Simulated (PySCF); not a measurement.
SMILES C[SiH](/C=C/[SiH](F)F)C, singlet, GFN2-xTB optimised geometry. Atoms within 1.6 Å of the plane z = 0.0 Å (x, y, z in Å): C5 (-1.51, -0.19, -1.58), Si6 (-0.89, 0.67, 0.00), C7 (-1.54, -0.28, 1.52), C8 (1.01, 0.67, 0.00), H10 (-0.66, -2.05, -1.18), H12 (-1.41, 2.05, 0.00), H13 (-1.20, -1.31, 1.52), H14 (-2.62, -0.30, 1.54), H16 (1.41, 1.21, -0.85), H17 (1.41, -0.35, -0.04), H18 (1.40, 1.13, 0.90).

Calculation: CAM-B3LYP/def2-SVP (PySCF). Cells within 0.4 Å of a nucleus heavier than hydrogen are left out (blank, or x).

Map of the HOMO amplitude (bohr^(-3/2)) on the plane z = 0.0 Å; orbital energy -9.53 eV, overall sign arbitrary:

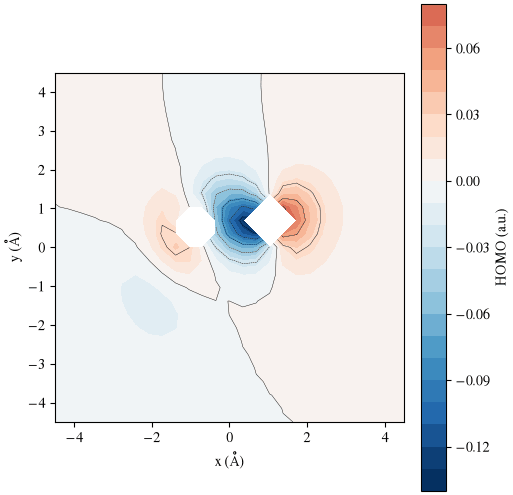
Figure. HOMO amplitude (bohr^(-3/2)) on the plane z = 0.0 Å.
